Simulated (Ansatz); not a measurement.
A series of calculations on AlNH$_{4}$F$_{2}$

### Relaxation

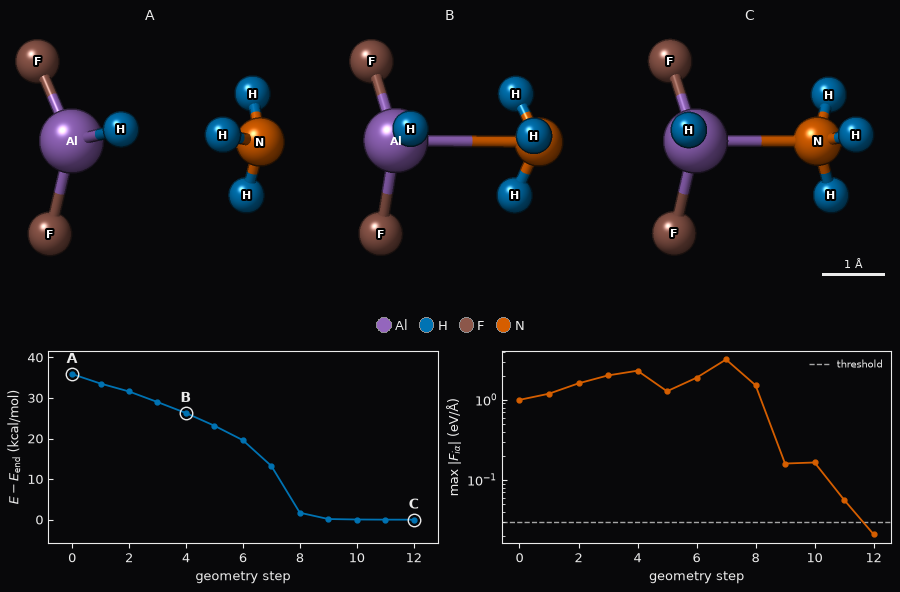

Frames of a relaxation of AlNH4F2, marked on the history of the run. A ball-and-stick model, seen face on.

The run prepares an end point of a later path (reaction) calculation, from a guessed geometry.

Level of theory: RKS B3LYP-D4/def2-SVP (Ansatz). (no spin polarisation; force threshold 0.03 eV/Å; at most 50 steps)

Describe the path.

The energy falls by 35.9 kcal/mol in 12 geometry steps. Largest force component: 1 eV/Å at the start, 0.021 eV/Å at the end. The N atom moves most after the best rigid fit: 0.70 Å. By element the largest moves are N 0.70 Å, H 0.60 Å, F 0.54 Å, Al 0.39 Å. Some distances before and after: Al–N 3.107 → 2.043 Å, Al–F 1.659 → 1.683 Å, Al–H 1.560 → 1.579 Å, H–N 1.039 → 1.023 Å. New bonds form, among them: Al–N (3.11 → 2.04 Å). Bond angles that change, for instance: F–Al–F 118.0° → 114.8°, H–Al–F 121.3° → 118.2°, H–N–H 110.3° → 107.9°. From step 0 to 4: an H atom moves most (0.60 Å), energy −9.61 kcal/mol. From step 4 to 12: an H atom moves most (0.39 Å), energy −26.3 kcal/mol.

| step | E − E(0), kcal/mol | largest force component, eV/Å |
| --- | --- | --- |
| 0 | 0.00 | 0.9982 |
| 1 | -2.35 | 1.1916 |
| 2 | -4.30 | 1.6045 |
| 3 | -6.90 | 2.0147 |
| 4 | -9.61 | 2.3067 |
| 5 | -12.74 | 1.2781 |
| 6 | -16.31 | 1.8836 |
| 7 | -22.66 | 3.1835 |
| 8 | -34.19 | 1.5198 |
| 9 | -35.74 | 0.1603 |
| 10 | -35.86 | 0.1652 |
| 11 | -35.89 | 0.0566 |
| 12 | -35.90 | 0.0210 |

### Relaxation

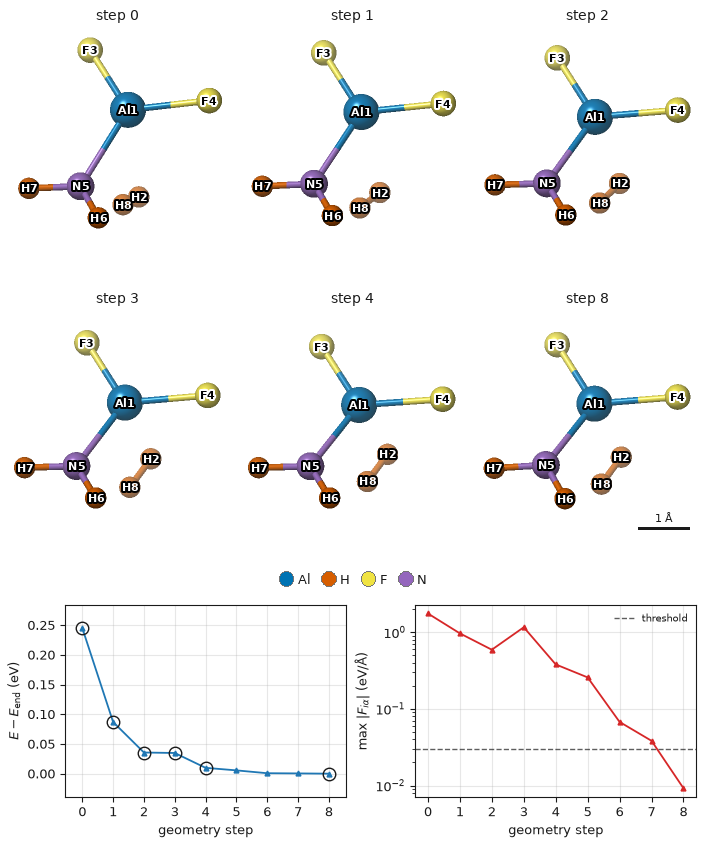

Frames of a relaxation of AlNH4F2, marked on the history of the run. Style: ball-and-stick. Shown from a free direction.

The run prepares an end point of a later path (reaction) calculation, from a guessed geometry.

All numbers below come from RKS B3LYP-D4/def2-SVP in Ansatz 0.2.0. (no spin polarisation; force threshold 0.03 eV/Å; at most 50 steps)

What happens along the run?

After 8 geometry steps the energy has fallen by 0.245 eV. Largest force component: 1.8 eV/Å at the start, 0.0092 eV/Å at the end. The largest move after the best rigid fit is that of H2, 0.51 Å. Largest moves by element: H 0.51 Å, F 0.34 Å, N 0.24 Å, Al 0.24 Å. Near-neighbour distances that change, for instance: Al1–H2 2.757 → 2.344 Å, Al1–H8 2.404 → 2.280 Å, Al1–N5 1.854 → 1.758 Å, H2–H8 0.723 → 0.765 Å. Among the angles between lasting bonds that change: Al1–N5–H6 122.5° → 124.5°. From step 0 to 1: H2 moves most (0.19 Å), energy −0.158 eV. From step 1 to 2: H2 moves most (0.19 Å), energy −0.051 eV. From step 2 to 3: H2 moves most (0.19 Å), energy −0.001 eV. From step 3 to 4: H8 moves most (0.12 Å), energy −0.025 eV. From step 4 to 8: H atoms move most (0.06 Å), energy −0.010 eV.

```json
{"step": "0", "E − E(0), eV": "0.0000", "largest force component, eV/Å": "1.7602"}
{"step": "1", "E − E(0), eV": "-0.1582", "largest force component, eV/Å": "0.9686"}
{"step": "2", "E − E(0), eV": "-0.2095", "largest force component, eV/Å": "0.5925"}
{"step": "3", "E − E(0), eV": "-0.2103", "largest force component, eV/Å": "1.1636"}
{"step": "4", "E − E(0), eV": "-0.2353", "largest force component, eV/Å": "0.3811"}
{"step": "5", "E − E(0), eV": "-0.2395", "largest force component, eV/Å": "0.2578"}
{"step": "6", "E − E(0), eV": "-0.2443", "largest force component, eV/Å": "0.0677"}
{"step": "7", "E − E(0), eV": "-0.2447", "largest force component, eV/Å": "0.0384"}
{"step": "8", "E − E(0), eV": "-0.2451", "largest force component, eV/Å": "0.0092"}
```

Limits of the set-up: the start holds two separate molecules, 2.3 Å apart at their closest, whose relative position is a soft coordinate.

### Path

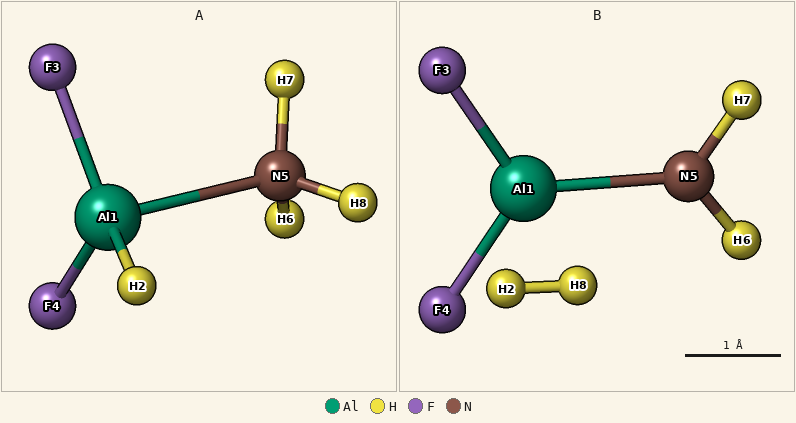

The two relaxed end points of a path for AlNH₄F₂. A ball-and-stick model, seen at a tilt.

Computed with RKS B3LYP-D4/def2-SVP (Ansatz).

Run with 9 movable images; climbing image; force threshold 0.05 eV/Å; iteration limit 60.

Start:
```xyz
8

Al    0.0090   -0.0461    0.2238
H    -0.2336    0.9048    1.4614
F     1.5388   -0.0610   -0.4788
F    -1.2633   -0.2916   -0.8509
N     0.0678   -1.9511    0.9590
H    -0.6638   -2.4974    0.4960
H     0.9718   -2.3638    0.7124
H    -0.0587   -2.0399    1.9698
```

End:
```xyz
8

Al    0.0993   -0.6683   -0.0996
H    -0.2382    0.5044    1.9018
F     1.4818    0.2375   -0.2517
F    -1.3260   -0.0088   -0.6363
N     0.1738   -2.3495    0.4103
H    -0.6171   -2.9855    0.4129
H     1.0287   -2.8447    0.6424
H    -0.2342   -0.2311    2.1129
```

> Predict the minimum-energy path and its barrier.

The highest point, image 6, lies 148.8 kJ/mol above the start and 64.9 kJ/mol above the end; the end is at +83.9 kJ/mol relative to the start. Breaking: Al1–H2 (1.58 → 1.80 at the top → 2.34 Å), N5–H8 (1.02 → 1.43 at the top → 2.75 Å). Forming: H2–H8 (2.99 → 1.01 at the top → 0.77 Å). The band is converged.

Energies of the converged images:

```json
{"image": "0", "path (Å)": "0.00", "E (kJ/mol)": "0.0"}
{"image": "1", "path (Å)": "0.29", "E (kJ/mol)": "2.4"}
{"image": "2", "path (Å)": "0.58", "E (kJ/mol)": "10.3"}
{"image": "3", "path (Å)": "0.87", "E (kJ/mol)": "25.5"}
{"image": "4", "path (Å)": "1.16", "E (kJ/mol)": "53.2"}
{"image": "5", "path (Å)": "1.45", "E (kJ/mol)": "109.0"}
{"image": "6", "path (Å)": "1.74", "E (kJ/mol)": "148.8"}
{"image": "7", "path (Å)": "2.09", "E (kJ/mol)": "120.8"}
{"image": "8", "path (Å)": "2.43", "E (kJ/mol)": "95.4"}
{"image": "9", "path (Å)": "2.78", "E (kJ/mol)": "85.8"}
{"image": "10", "path (Å)": "3.13", "E (kJ/mol)": "83.9"}
```

The geometry at the top of the path:

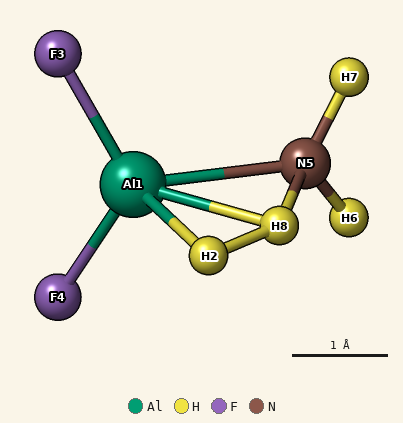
